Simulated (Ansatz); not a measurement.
**triplet GaH2O2F: levels of theory compared**

Wanted: a comparison of 6 runs (UHF/3-21G, U-wB97X/6-31G*, UB3LYP/6-31G*, UCAM-B3LYP/6-31G*, UMP2/6-31G*, UBCCD(T)/6-31G*) of triplet GaH2O2F. 

The results are computed with Ansatz 0.2.0.

62 further runs of the same task are left out: 62 set aside as unsound or not needed.

### Step 1. Starting point

GaH2O2F has 6 atoms, charge 0, and is taken as a triplet. As SMILES of the parent species, `[OH][Ga]([OH])[F]`. The shape is that of a PBE0-D4/def2-TZVP optimisation. This is one conformer, not always the lowest. That shape belongs to the parent species and isn't relaxed for this state.

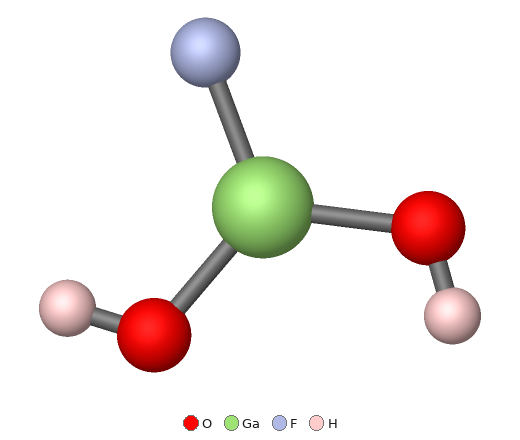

The structure, seen from a chosen angle (oxygen red, gallium green, fluorine light blue, hydrogen pink).

### Step 2. The energy at UHF/3-21G (run 1)

molecule.yaml reads:

```yaml
crystal:
  periodic: [false, false, false]
  atoms:
    - {symbol: O, position_ang: [-0.297200, 1.351000, -0.574800]}
    - {symbol: Ga, position_ang: [-0.068200, -0.342400, -0.117600]}
    - {symbol: O, position_ang: [0.794400, -0.842300, 1.335300]}
    - {symbol: F, position_ang: [-0.722600, -1.588800, -1.144800]}
    - {symbol: H, position_ang: [-0.788800, 1.459000, -1.392800]}
    - {symbol: H, position_ang: [1.124200, -0.100400, 1.848500]}
basis:
  gaussian:
    orbitals: 3-21G-spherical.json
magnetization:
  spin_polarized: true
  initial_magnetization: 2
hamiltonian:
  xc: hf
accuracy: high
output:
  orbitals: {seedname: orbitals}
```

The basis set 3-21G is read from a file made from the Basis Set Exchange's data (not shown).

Run with:

```sh
$ ansatz run molecule.yaml --threads 1 --pin off --max-ram 3480MiB --events-out events.jsonl --progress --plain --runs-dir runs
```

The log of the run:

```text
Warning: RAYON_NUM_THREADS=1 ignored (pool sized by the plan → 1); use --threads N
Functional definition: HF
  name "HF"
  exchange = exact_x
  correlation = 0
962 factors; integrals over basis functions are off by at most 9.8e-9 eV
mean field evaluation 1: about -58846.7845 eV, gradient 2.7e1 eV
mean field evaluation 2: about -58846.8209 eV, gradient 2.7e1 eV
mean field evaluation 4: about -58849.9680 eV, gradient 2.6e0 eV
mean field evaluation 8: about -58850.1267 eV, gradient 1.0e0 eV
mean field evaluation 16: about -58851.1736 eV, gradient 1.0e-2 eV
mean field evaluation 32: about -58851.0620 eV, gradient 5.9e-1 eV
mean field evaluation 64: about -58850.3943 eV, gradient 1.7e0 eV
mean field evaluation 96: about -58851.1903 eV, gradient 3.5e-2 eV
mean field evaluation 128: about -58845.1351 eV, gradient 2.6e0 eV
mean field evaluation 160: about -58846.0805 eV, gradient 1.9e1 eV
mean field evaluation 192: about -58849.5879 eV, gradient 7.1e-1 eV
mean field evaluation 224: about -58850.4222 eV, gradient 3.2e-1 eV
mean field evaluation 256: about -58849.7422 eV, gradient 6.4e0 eV
mean field evaluation 288: about -58848.6215 eV, gradient 2.1e1 eV
mean field evaluation 320: about -58850.4087 eV, gradient 5.8e-1 eV
mean field evaluation 352: about -58847.9916 eV, gradient 2.2e0 eV
mean field evaluation 384: about -58841.5463 eV, gradient 1.1e1 eV
mean field -58851.18564230 eV, -2162.7411815880 hartree, gradient 3.4e-8 eV, S^2 2.005838; 7 other end points of the search recorded, 0 dependent functions left out
reference -58851.18564230 eV, -2162.7411815880 hartree; 30, 28 occupied and 23, 25 virtual orbitals, 962 factors
Total energy: -58851.18564230 eV, -2162.7411815880 hartree
```

Wall time 7.8 s (1 thread of Arm Neoverse V2, shared host); peak memory 0.16 GiB.

### Step 3. A single-point energy at U-wB97X/6-31G(d) (spherical functions) (run 2)

job.yaml reads:

```yaml
crystal:
  periodic: [false, false, false]
  atoms:
    - symbol: O
      position_ang: [-0.297200, 1.351000, -0.574800]
    - symbol: Ga
      position_ang: [-0.068200, -0.342400, -0.117600]
    - symbol: O
      position_ang: [0.794400, -0.842300, 1.335300]
    - symbol: F
      position_ang: [-0.722600, -1.588800, -1.144800]
    - symbol: H
      position_ang: [-0.788800, 1.459000, -1.392800]
    - symbol: H
      position_ang: [1.124200, -0.100400, 1.848500]
basis:
  gaussian:
    orbitals: 6-31G_st_-spherical.json
magnetization:
  spin_polarized: true
  initial_magnetization: 2
hamiltonian:
  xc: {name: wB97X}
accuracy: high
output: {orbitals: {seedname: orbitals}}
```

The basis set 6-31G* is read from a file made from the Basis Set Exchange's data (not shown).

Run with:

```sh
$ ansatz run job.yaml --threads 1 --pin off --max-ram 3480MiB --events-out events.jsonl --progress --plain --runs-dir runs
```

The log of the run (excerpt; [...] marks lines left out):

```text
Warning: RAYON_NUM_THREADS=1 ignored (pool sized by the plan → 1); use --threads N
Functional definition: wB97X
  name "wB97X"
[...]
      + exact_x_lr(omega)
[...]
      + integral(e_c_pw_opposite_spin*poly(b97_u_opposite, 1, cos1, cos2, cos3, cos4))
1622 factors; integrals over basis functions are off by at most 4.1e-9 eV
329 factors; integrals over basis functions are off by at most 1.5e-9 eV
[...]
mean field -59209.10515641 eV, -2175.8944811253 hartree, gradient 3.0e-8 eV, S^2 2.026455; 6 other end points of the search recorded, 0 dependent functions left out
reference -59209.10515368 eV, -2175.8944810249 hartree; 30, 28 occupied and 48, 50 virtual orbitals, 1622 factors
Total energy: -59209.10515368 eV, -2175.8944810249 hartree
```

It took 1.9 min on 1 thread of Arm Neoverse V2, shared host; peak memory 0.81 GiB.

### Step 4. A single-point energy at UB3LYP/6-31G(d) (spherical functions) (run 3)

run.yaml reads:

```yaml
crystal:
  periodic: [false, false, false]
  atoms:
    - {symbol: O, position_ang: [-0.297200, 1.351000, -0.574800]}
    - {symbol: Ga, position_ang: [-0.068200, -0.342400, -0.117600]}
    - {symbol: O, position_ang: [0.794400, -0.842300, 1.335300]}
    - {symbol: F, position_ang: [-0.722600, -1.588800, -1.144800]}
    - {symbol: H, position_ang: [-0.788800, 1.459000, -1.392800]}
    - {symbol: H, position_ang: [1.124200, -0.100400, 1.848500]}
basis:
  gaussian: {orbitals: 6-31G_st_-spherical.json}
magnetization: {spin_polarized: true, initial_magnetization: 2}
hamiltonian: {xc: {name: B3LYP}}
accuracy: high
output: {orbitals: {seedname: orbitals}}
```

The basis set 6-31G* is read from a file made from the Basis Set Exchange's data (not shown).

Run with:

```sh
$ ansatz run run.yaml --threads 1 --pin off --max-ram 3480MiB --events-out events.jsonl --progress --plain --runs-dir runs
```

The log of the run:

```text
Warning: RAYON_NUM_THREADS=1 ignored (pool sized by the plan → 1); use --threads N
Functional definition: B3LYP
  name "B3LYP"
  parameter a0 = 0.2
  parameter ax = 0.72
  parameter ac = 0.81
  exchange = (1 - a0 - ax)*slater_x + ax*b88_x + a0*exact_x
  correlation = (1 - ac)*vwn_rpa_c + ac*lyp_c
1622 factors; integrals over basis functions are off by at most 4.1e-9 eV
mean field evaluation 1: about -59204.5616 eV, gradient 4.5e1 eV
mean field evaluation 2: about -59184.8790 eV, gradient 8.8e1 eV
mean field evaluation 4: about -59208.7652 eV, gradient 2.3e1 eV
mean field evaluation 8: about -59211.4600 eV, gradient 6.3e-1 eV
mean field evaluation 16: about -59211.4627 eV, gradient 1.0e-2 eV
mean field evaluation 32: about -59211.4627 eV, gradient 2.6e-6 eV
mean field -59211.46265737 eV, -2175.9811176875 hartree, gradient 9.5e-8 eV, S^2 2.013431; 7 other end points of the search recorded, 0 dependent functions left out
reference -59211.46269503 eV, -2175.9811190715 hartree; 30, 28 occupied and 48, 50 virtual orbitals, 1622 factors
Total energy: -59211.46269503 eV, -2175.9811190715 hartree
```

Wall time 22 s (1 thread of Arm Neoverse V2, shared host); peak memory 0.37 GiB.

Runs 4 to 5 aren't shown in full; the table further down has their settings and results.

### Step 5. A single-point energy at UBCCD(T)/6-31G(d) (spherical functions) (run 6)

input.yaml reads:

```yaml
basis:
  gaussian: {orbitals: 6-31G_st_-spherical.json}
crystal:
  periodic: [false, false, false]
  atoms:
    - symbol: O
      position_ang: [-0.297200, 1.351000, -0.574800]
    - symbol: Ga
      position_ang: [-0.068200, -0.342400, -0.117600]
    - symbol: O
      position_ang: [0.794400, -0.842300, 1.335300]
    - symbol: F
      position_ang: [-0.722600, -1.588800, -1.144800]
    - symbol: H
      position_ang: [-0.788800, 1.459000, -1.392800]
    - symbol: H
      position_ang: [1.124200, -0.100400, 1.848500]
magnetization: {spin_polarized: true, initial_magnetization: 2}
correlation: {method: bccd_t, frozen_orbitals: {F: 1, Ga: 9, H: 0, O: 1}}
accuracy: high
scf: {omitted_lower_state_checks: [cluster_reference, increment]}
```

The basis set 6-31G* is read from a file made from the Basis Set Exchange's data (not shown).

Run with:

```sh
$ ansatz run input.yaml --threads 1 --pin off --max-ram 3480MiB --events-out events.jsonl --progress --plain --runs-dir runs
```

The log of the run:

```text
Warning: RAYON_NUM_THREADS=1 ignored (pool sized by the plan → 1); use --threads N
[... 17 lines left out ...]
12 core orbitals not correlated: weight in the atoms' cores, before any rotation towards them, 1.000 or more for the frozen orbitals, at most 0.000 for the correlated occupied ones
[... 42 lines left out ...]
Total energy: -59155.36671255 eV, -2173.9196297386 hartree
Checks for a lower state left out: cluster_reference, increment
```

Wall time 2.5 min (1 thread of Arm Neoverse V2, shared host); peak memory 0.95 GiB.

### Step 6. All runs side by side

| run | level | frozen core orbitals | energy (Eh) | HOMO energy (eV) | ⟨S²⟩ | wall time |
| --- | --- | --- | --- | --- | --- | --- |
| 1 | UHF/3-21G | – | -2162.741182 | -5.07 | 2.006 | 7.8 s |
| 2 | U-wB97X/6-31G* (spherical functions) | – | -2175.894481 | -5.33 | 2.026 | 1.9 min |
| 3 | UB3LYP/6-31G* (spherical functions) | – | -2175.981119 | -3.56 | 2.013 | 22 s |
| 4 | UCAM-B3LYP/6-31G* (spherical functions) | – | -2175.967357 | -4.72 | 2.020 | 38 s |
| 5 | UMP2/6-31G* (spherical functions) | 12 | -2173.901817 | – | 2.009 | 27 s |
| 6 | UBCCD(T)/6-31G* (spherical functions) | 12 | -2173.919630 | – | 2.009 | 2.5 min |

### Step 7. Results

```
                                           quantity           value
                                run 6: total energy  -2173.91963 Eh
run 6: correlation energy (12 core orbitals frozen)      -755.2 mEh
                              run 6: (T) correction      -20.70 mEh
           run 6: ⟨S²⟩ of the reference determinant           2.009
```

What this shows: Totals of different functionals can't be ranked against each other. All runs together took 5.9 min, the longest 2.5 min.
